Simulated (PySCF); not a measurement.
**TaNCl2: singlet, from a trigonal pyramidal start**

Where does singlet TaNCl2 go from a trigonal pyramidal start, is the end point a minimum, and what are its modes, charges and moments?

Method: PBE0, basis Ta def2-TZVP with ECP60, N def2-TZVP, Cl def2-TZVP, scalar-relativistic core potentials, no spin–orbit coupling, density fitting; program: PySCF 2.14.0.

### Step 1. The system as given

4 atoms, charge 0, spin multiplicity 1.

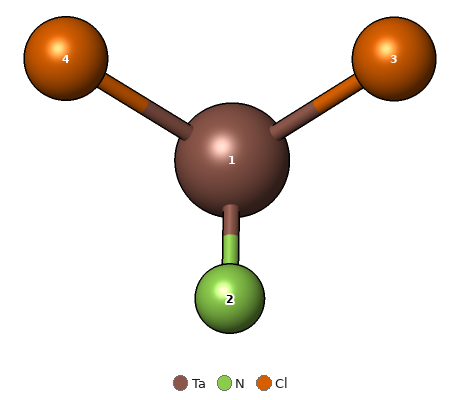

The starting geometry (tantalum brown, nitrogen green, chlorine orange); atoms are numbered from 1 in the order of the file.

Coordinates in bohr (charge 0 multiplicity 1):
```
Ta    0.0000   -0.7604    0.0000
N    -3.5135   -0.8587    0.0001
Cl    0.7035    2.1392    3.5402
Cl    0.7035    2.1392   -3.5402
```

### Step 2. The SCF at the typed geometry

One driver script runs all steps and calls PySCF; scf.py shows how it sets up the SCF of each step. The optimiser is the driver's own. After this first run the driver tries any further starts and a stability analysis.

scf.py

```python
from pyscf import gto, scf, dft
mol = gto.M(atom='''
Ta    -0.000000    -0.402360    -0.000000
N     -1.859280    -0.454380     0.000040
Cl     0.372250     1.131990     1.873390
Cl     0.372290     1.132000    -1.873390''',
    basis={'Ta': 'def2-TZVP', 'N': 'def2-TZVP', 'Cl': 'def2-TZVP'},
    ecp={'Ta': 'def2-TZVP'},
    charge=0, spin=0)
mf = dft.RKS(mol, xc='PBE0')
mf.grids.atom_grid = (50, 194)
aux = {'Ta': 'def2-universal-JKFIT', 'N': 'def2-universal-JKFIT', 'Cl': 'def2-universal-JKFIT'}
mf = mf.density_fit(auxbasis=aux)
mf.conv_tol = 1e-08
mf.diis_space = 10
mf.max_cycle = 60
mf.init_guess = 'minao'
mf.verbose = 4
mf.kernel()
```

Command:

```sh
OMP_NUM_THREADS=4 python axn.py task.json out
```

What it wrote:

```text
init E= -1012.23470164819
  HOMO = -0.460601998688425  LUMO = -0.353096899674289  gap/eV = 2.92536
cycle= 1 E= -1031.77366782345  delta_E= -19.5  |g|= 0.646  |ddm|= 6.84
  HOMO = -0.145878836091751  LUMO = -0.105001518456559  gap/eV = 1.11233
cycle= 2 E= -1031.4841467408  delta_E= 0.29  |g|= 1.23  |ddm|= 1.43
  HOMO = -0.279029350308651  LUMO = -0.124296590101207  gap/eV = 4.21049
cycle= 3 E= -1031.70673550622  delta_E= -0.223  |g|= 0.838  |ddm|= 1.11
  HOMO = -0.277589843834926  LUMO = -0.163717490761066  gap/eV = 3.09862
cycle= 4 E= -1031.86704844011  delta_E= -0.16  |g|= 0.195  |ddm|= 0.527
  HOMO = -0.275660356023643  LUMO = -0.152846717064721  gap/eV = 3.34193
cycle= 5 E= -1031.87473983171  delta_E= -0.00769  |g|= 0.0769  |ddm|= 0.181
  HOMO = -0.277654816018173  LUMO = -0.156186801261372  gap/eV = 3.30531
cycle= 6 E= -1031.87620752886  delta_E= -0.00147  |g|= 0.0203  |ddm|= 0.069
  HOMO = -0.27715056074261  LUMO = -0.154768482640175  gap/eV = 3.33019
cycle= 7 E= -1031.87630226936  delta_E= -9.47e-05  |g|= 0.0052  |ddm|= 0.0129
  HOMO = -0.277490236962161  LUMO = -0.154845065947333  gap/eV = 3.33735
cycle= 8 E= -1031.8763084829  delta_E= -6.21e-06  |g|= 0.00094  |ddm|= 0.00353
  HOMO = -0.27751900341366  LUMO = -0.154803599300604  gap/eV = 3.33926
cycle= 9 E= -1031.87630877636  delta_E= -2.93e-07  |g|= 0.000159  |ddm|= 0.00124
  HOMO = -0.277517718569493  LUMO = -0.15478958535347  gap/eV = 3.33960
cycle= 10 E= -1031.87630879229  delta_E= -1.59e-08  |g|= 7.43e-05  |ddm|= 0.000381
  HOMO = -0.277519212481372  LUMO = -0.154793155048056  gap/eV = 3.33955
cycle= 11 E= -1031.87630879494  delta_E= -2.65e-09  |g|= 1.51e-05  |ddm|= 0.00013
  HOMO = -0.277516655899597  LUMO = -0.15479332247332  gap/eV = 3.33947
Extra cycle  E= -1031.87630879446  delta_E= 4.84e-10  |g|= 5.4e-05  |ddm|= 4.33e-05
converged SCF energy = -1031.87630879446
```

This step, with its further starts and checks, took 12 s on 4 threads of Intel Xeon 6975P-C (Granite Rapids), shared host.

The starts that the driver tried:

```csv
start,energy (Eh)
the minimal-basis guess,-1031.876309
a thermally smeared density,-1031.876309
a smeared PBE density,-1031.876309
```

The test of internal stability and the other starts found no lower closed-shell solution.

### Step 3. Trigonal pyramidal start, singlet: relaxation

The program finds Cs symmetry in the start, which this walk keeps. Threshold on the gradient: 0.0003 Eh/bohr, with a further test on the energy change.

Changes to scf.py since step 2:

```diff
@@ -3,4 +3,4 @@
-Ta    -0.000000    -0.402360    -0.000000
-N     -1.859280    -0.454380     0.000040
-Cl     0.372250     1.131990     1.873390
-Cl     0.372290     1.132000    -1.873390''',
+Ta    -0.000000    -0.402361     0.000000
+N     -1.859280    -0.454381    -0.000000
+Cl     0.372269     1.131995     1.873390
+Cl     0.372270     1.131994    -1.873390''',
@@ -17 +16,0 @@
-mf.init_guess = 'minao'
```

Energy and gradient, step by step:

```csv
step,energy (Eh),change (kJ/mol),largest symmetric gradient (Eh/bohr)
0,-1031.876309,0.00,0.13933
1,-1031.919921,-114.50,0.02972
2,-1031.923214,-123.15,0.00496
3,-1031.923603,-124.17,0.00437
4,-1031.923796,-124.68,0.00090
5,-1031.923805,-124.70,0.00130
6,-1031.923806,-124.70,0.00016
```

The walk took 16 s.

Geometry (Å) and forces (eV/Å) at some steps:

```
step 0
Ta   0.000  -0.402   0.000  -6.969   3.509   0.000
N   -1.859  -0.454   0.000   7.163  -0.280   0.000
Cl   0.372   1.132   1.873  -0.097  -1.614  -1.531
Cl   0.372   1.132  -1.873  -0.097  -1.614   1.531
step 1
Ta  -0.097  -0.292   0.000   0.191   1.528   0.000
N   -1.767  -0.473   0.000   0.123  -0.126   0.000
Cl   0.374   1.087   1.852  -0.157  -0.701  -0.581
Cl   0.374   1.087  -1.852  -0.157  -0.701   0.581
step 3
Ta  -0.087  -0.189   0.000  -0.222  -0.011   0.000
N   -1.747  -0.476   0.000   0.222   0.020   0.000
Cl   0.360   1.036   1.891   0.000  -0.005   0.099
Cl   0.360   1.036  -1.891   0.000  -0.005  -0.099
step 6
Ta  -0.085  -0.153   0.000  -0.005   0.004   0.000
N   -1.734  -0.473   0.000   0.010  -0.012   0.000
Cl   0.352   1.017   1.937  -0.002   0.004  -0.001
Cl   0.352   1.017  -1.937  -0.002   0.004   0.001
```

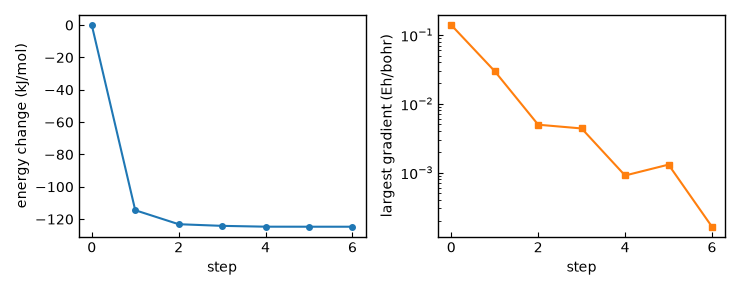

Energy and largest gradient along the walk.

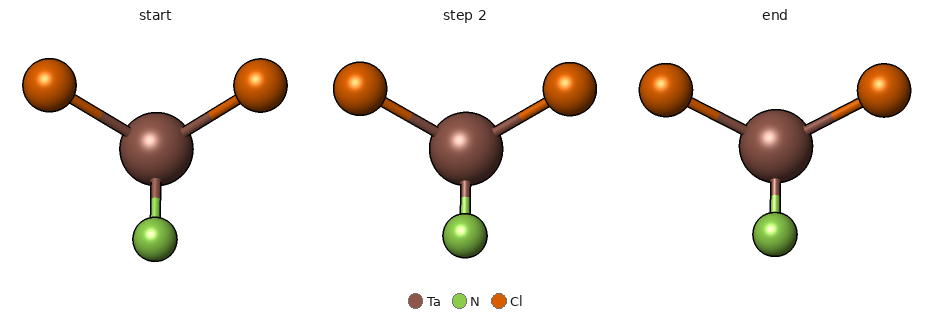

The geometry along the walk, at one scale.

End point (Cs, 6 steps, 124.7 kJ/mol gained): Ta–Cl 2.304 Å (×2), Ta–N 1.680 Å; Cl–Ta–Cl 114.4°, Cl–Ta–N 106.4° (×2).

### Step 4. Vibrations and properties at this point

On the finer grid the gradient is checked again; gradients at displacements of ±0.02 bohr then give force constants and infrared intensities.

Changes to scf.py since step 3:

```diff
@@ -3,4 +3,4 @@
-Ta    -0.000000    -0.402361     0.000000
-N     -1.859280    -0.454381    -0.000000
-Cl     0.372269     1.131995     1.873390
-Cl     0.372270     1.131994    -1.873390''',
+Ta    -0.032070    -0.287282     0.000000
+N     -1.679358    -0.616323    -0.000000
+Cl     0.411918     0.877648     1.938459
+Cl     0.411919     0.877646    -1.938459''',
@@ -11 +11 @@
-mf.grids.atom_grid = (50, 194)
+mf.grids.atom_grid = (75, 302)
@@ -14 +14 @@
-mf.conv_tol = 1e-08
+mf.conv_tol = 1e-10
```

This SCF starts from the last density.

SCF at the final geometry:

```text
init E= -1031.92363420615
  HOMO = -0.28771549552  LUMO = -0.145444590832  gap/eV = 3.87139
cycle= 1 E= -1031.92363420603  delta_E= 1.21e-10  |g|= 2.5e-05  |ddm|= 1.86e-05
  HOMO = -0.28772247221149  LUMO = -0.145444106985426  gap/eV = 3.87159
cycle= 2 E= -1031.92363420453  delta_E= 1.5e-09  |g|= 8.68e-05  |ddm|= 5.44e-05
  HOMO = -0.287717969889927  LUMO = -0.14544544906933  gap/eV = 3.87143
cycle= 3 E= -1031.92363420616  delta_E= -1.63e-09  |g|= 7.62e-06  |ddm|= 4.25e-05
  HOMO = -0.287717411962694  LUMO = -0.145444805306836  gap/eV = 3.87143
cycle= 4 E= -1031.92363420617  delta_E= -1.55e-11  |g|= 3.93e-07  |ddm|= 5.88e-06
  HOMO = -0.287717431509967  LUMO = -0.145444844482633  gap/eV = 3.87143
Extra cycle  E= -1031.92363420617  delta_E= -9.09e-13  |g|= 4.44e-07  |ddm|= 6.63e-07
converged SCF energy = -1031.92363420617
```

The whole step took 66 s.

Geometry: Cs; Ta–Cl 2.305 Å (×2), Ta–N 1.680 Å; Cl–Ta–Cl 114.5°, Cl–Ta–N 106.7° (×2).

Modes, for the most abundant isotopes:

| symmetry | ω (cm⁻¹) | IR (km/mol) | type |
| --- | --- | --- | --- |
| a' | 82 | 10.0 | bend |
| a' | 174 | 20.1 | bend |
| a'' | 250 | 2.8 | bend |
| a' | 390 | 28.7 | stretch |
| a'' | 402 | 91.4 | stretch |
| a' | 1098 | 87.2 | stretch |

Every mode is real; the point is a minimum.

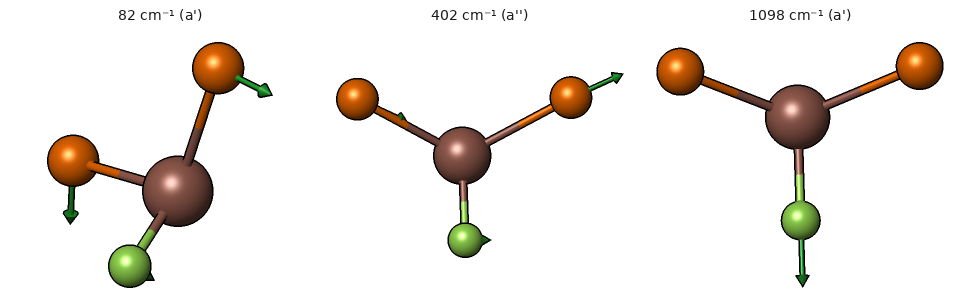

How the atoms move in 3 of the modes.

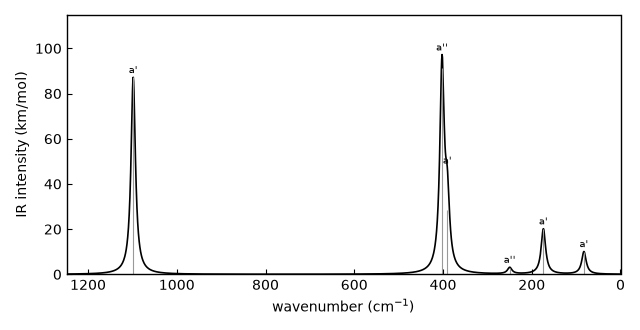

The harmonic infrared spectrum (widths in cm⁻¹). Lines are broadened to a width of 12 cm⁻¹ (Lorentzian).

Constants and moments:

```
Dipole moment                                                   : 4.96 D
Highest occupied level                                          : -7.83 eV
Lowest empty level                                              : -3.96 eV
Rotational constants                                            : 0.1341, 0.05964, 0.04574 cm⁻¹
Zero-point energy                                               : 14.3 kJ/mol
Principal polarisabilities                                      : 45.4, 71.1, 77.2 bohr³
Atomisation energy without zero-point energy                    : 1477 kJ/mol
Principal traceless quadrupole moments about the centre of mass : -9.33, -3.12, 12.45 D Å
Entropy at 298.15 K and 1 bar                                   : 336.8 J/(mol K)
Heat capacity Cp at 298.15 K                                    : 70.2 J/(mol K)
Enthalpy at 298.15 K above 0 K                                  : 16.51 kJ/mol
Rotational symmetry number                                      : 1
```

Populations by atom (charges in e):

```
 atom  Mulliken  Löwdin  polar tensor  Mayer order to Ta1
  Ta1      1.06    0.23          1.74                   –
   N2     -0.41   -0.33         -0.68                2.95
Cl3,4     -0.33    0.05         -0.53                1.10
```

Outer orbital energies (eV). occupied: -10.99, -10.32, -10.25, -10.05, -9.68, -8.59, -7.90, -7.83; empty: -3.96, -2.81, -1.79, -0.21.

Mulliken populations on Ta1 (outside its core potential): s 2.35, p 6.29, d 3.20, f 0.10.

### Step 5. Would spin polarisation lower it?

At the lowest minimum the closed shell is tested against spin polarisation, on the (50, 194) grid. It is stable.

### Step 6. Outcome

| quantity | value |
| --- | --- |
| minimum | singlet, Cs |
| geometry | Ta–Cl 2.305 Å (×2), Ta–N 1.680 Å; Cl–Ta–Cl 114.5°, Cl–Ta–N 106.7° (×2) |
| wavenumbers (cm⁻¹) | 82 (a'), 174 (a'), 250 (a''), 390 (a'), 402 (a''), 1098 (a') |
| dipole moment | 4.96 D |
| highest occupied, lowest empty level | -7.83, -3.96 eV |
| polar-tensor charge of Ta1 | +1.74 e |
| zero-point energy | 14.3 kJ/mol |
| entropy at 298.15 K | 336.8 J/(mol K) |
| atomisation energy (no zero-point energy) | 1477 kJ/mol |

**Reading.** The molecule stays Cs, as typed, and the end point is a minimum. The strongest infrared band lies at 402 cm⁻¹ (a'', stretch). Only this shape and spin were tried, so other structures or states may lie lower. Spin–orbit coupling, left out here, can matter for elements this heavy.

The search up to here took 98 s on 4 threads of Intel Xeon 6975P-C (Granite Rapids), shared host.
